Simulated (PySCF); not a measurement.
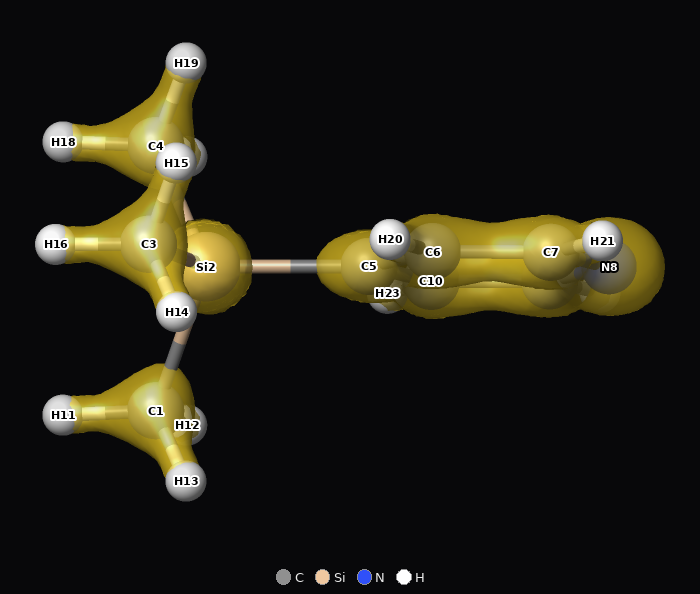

*C8H13NSi. Isosurface of the total electron density at 1.5 e/Å³ (yellow), seen from one side.*

Geometry: GFN2-xTB.

Theory: PBE0/pcSseg-1, SCF density, in a chloroform solvent model, non-relativistic in PySCF 2.14.0.

```xyz
23

C    -1.3545    0.9094    1.8472
Si   -1.0083   -0.2021    0.3356
C    -2.2723    0.1598   -1.0426
C    -1.0945   -2.0419    0.8340
C     0.7541    0.1652   -0.2841
C     1.0217    0.6286   -1.5691
C     2.3312    0.8734   -1.9493
N     3.3686    0.6915   -1.1502
C     3.1271    0.2517    0.0737
C     1.8557   -0.0227    0.5477
H    -2.3538    0.7387    2.2363
H    -0.6522    0.7150    2.6522
H    -1.2761    1.9624    1.5926
H    -2.2383    1.1996   -1.3538
H    -2.0957   -0.4560   -1.9194
H    -3.2821   -0.0441   -0.7004
H    -0.3891   -2.2718    1.6268
H    -2.0858   -2.3033    1.1919
H    -0.8657   -2.6922   -0.0054
H     0.2170    0.7974   -2.2679
H     2.5668    1.2337   -2.9432
H     4.0002    0.1147    0.6999
H     1.7211   -0.3804    1.5574
```

Question: What does this surface tell about the bonding?

Answer: At this value the surface falls into five separate pieces. It bridges the sampled C–N (1.32 Å), C–C (1.38 Å) and C–H (1.08 Å) contacts, where the density stays above the isovalue. It is pinched off along the sampled C–Si (1.90 Å) contacts. On the grid the lowest density along these lines, outside the cores, is 2.4 e/Å³ (C–N, 1.32 Å), 2.1 e/Å³ (C–C, 1.38 Å), 0.76 e/Å³ (C–Si, 1.90 Å) and 1.9 e/Å³ (C–H, 1.08 Å).
